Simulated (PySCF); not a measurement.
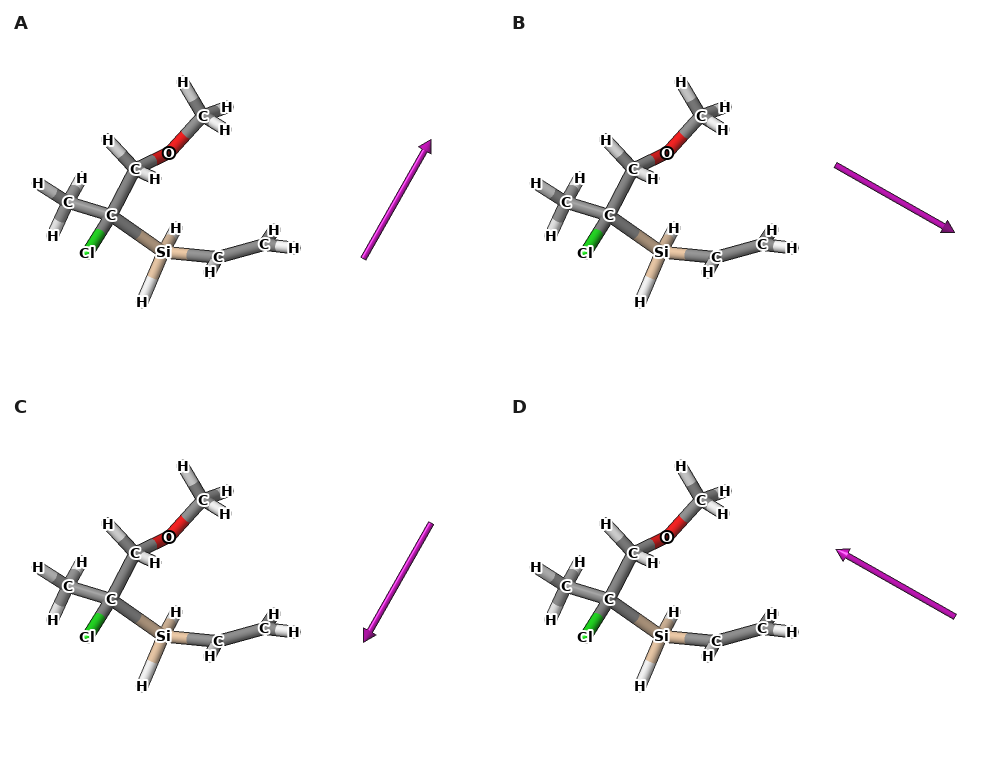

The same molecule four times, each with an arrow. The geometry was computed by an optimisation with GFN2-xTB. No frequency run is at hand to confirm it as a minimum. Method: PBE0/pcSseg-1, gas phase (PySCF 2.14.0).

**Which arrow points along the dipole moment, from the negative to the positive end?**

A. The dipole moment is 2.69 D.

The geometry is semi-empirical. Around Si such bond lengths and angles can be off by a tenth of an ångström or more and by several degrees, and values that hang on the shape move with them.
